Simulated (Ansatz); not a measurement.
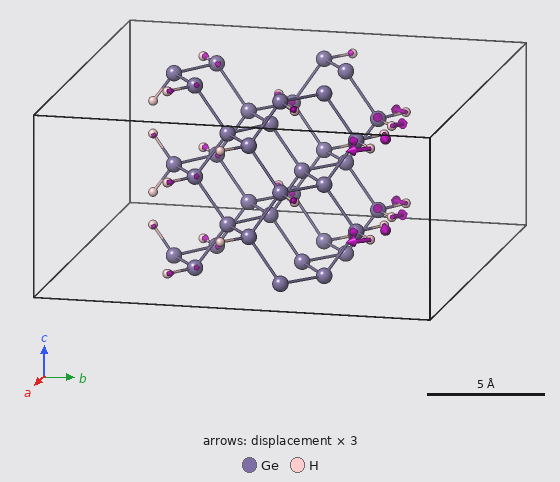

A relaxation of a wire of composition Ge15H12. The starting structure is drawn; purple arrows show the displacements, 3 times their true length.

A ball-and-stick model of the 2 repeat of the cell, with the vacuum cut short (origin shifted), seen slightly off an axis.

Method: DFT, PBEsol, PAW, plane waves in Ansatz. Set-up: plane-wave cutoff 420 eV; k-point mesh 1 × 1 × 8; no spin polarisation; atoms relaxed in a fixed cell; force threshold 0.03 eV/Å; at most 80 steps.

Q: What happened in the run?

A: The largest moves relative to the layer's centre, 0.40 Å, are those of H atoms. Largest moves by element: H 0.40 Å, Ge 0.18 Å. The cell stays as it was. Among the contacts that change: Ge–Ge 2.534 → 2.430 Å, Ge–H 1.601 → 1.536 Å, Ge–H 1.606 → 1.552 Å, Ge–Ge 2.486 → 2.433 Å. Bond angles that change, for instance: Ge–Ge–Ge 108.3° → 111.8°, Ge–Ge–H 111.5° → 108.0°, Ge–Ge–H 107.5° → 110.8°. The energy falls by 0.387 eV per cell of the calculation in 5 geometry steps. The largest force component goes from 0.74 to 0.01 eV/Å.
